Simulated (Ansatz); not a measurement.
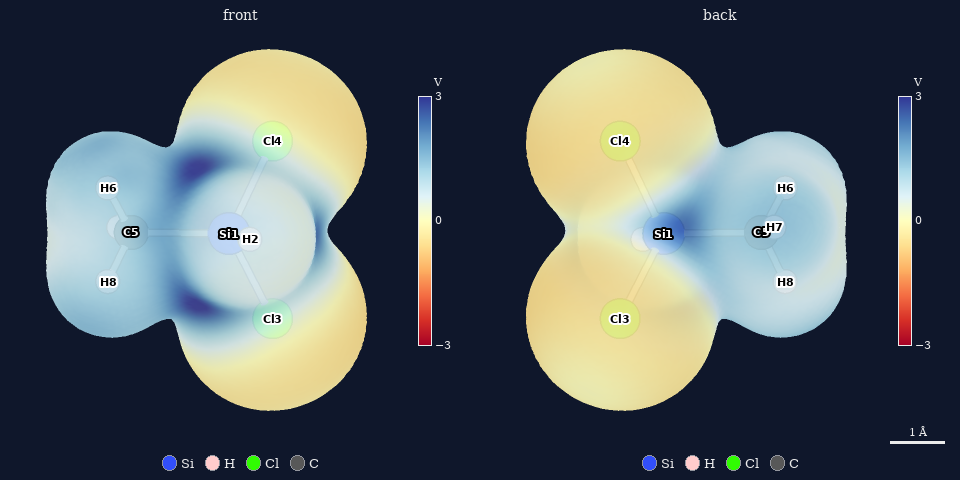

Figure. CH4Cl2Si. The electrostatic potential painted on the density surface at 0.004 e/bohr³, seen from the front and from behind; red is negative and blue positive.

Level of theory: Ansatz 0.2.0, RHF/def2-SVP.

```csv
atom,x (Å),y (Å),z (Å)
Si,0.1109,-0.0458,0.2264
H,0.2403,-0.1495,1.6841
Cl,2.0143,0.1276,-0.5621
Cl,-0.9381,1.6866,-0.1898
C,-0.7547,-1.4998,-0.5463
H,-1.7599,-1.6066,-0.1333
H,-0.8373,-1.3661,-1.6261
H,-0.1988,-2.4196,-0.3532
```

Q: Describe the electrostatic potential map.

A: The most negative region (about −0.6 V, or −14 kcal/mol for a unit charge) lies over Cl3 and Cl4, the most positive (about +2.9 V, or +67 kcal/mol for a unit charge) over Si1.
